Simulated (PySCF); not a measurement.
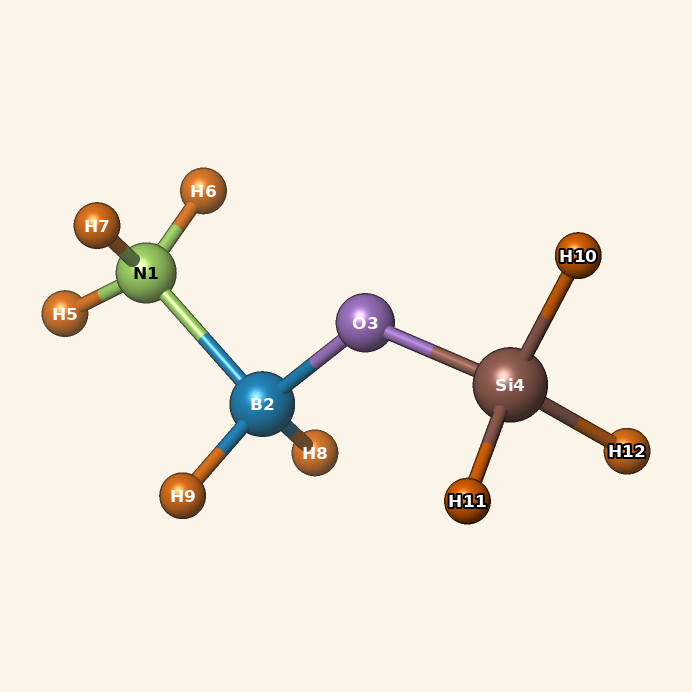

The atoms are numbered. The geometry was computed by an optimisation with PBE0-D3(BJ)/def2-SVP. No frequency run is at hand to confirm it as a minimum.

Which atoms are bonded, and how long are the bonds?

```tsv
bond	length (Å)	order
N1–B2	1.639	single
N1–H5	1.020	single
N1–H6	1.021	single
N1–H7	1.021	single
B2–O3	1.443	single
B2–H8	1.233	single
B2–H9	1.234	single
O3–Si4	1.644	single
Si4–H10	1.495	single
Si4–H11	1.499	single
Si4–H12	1.499	single
```
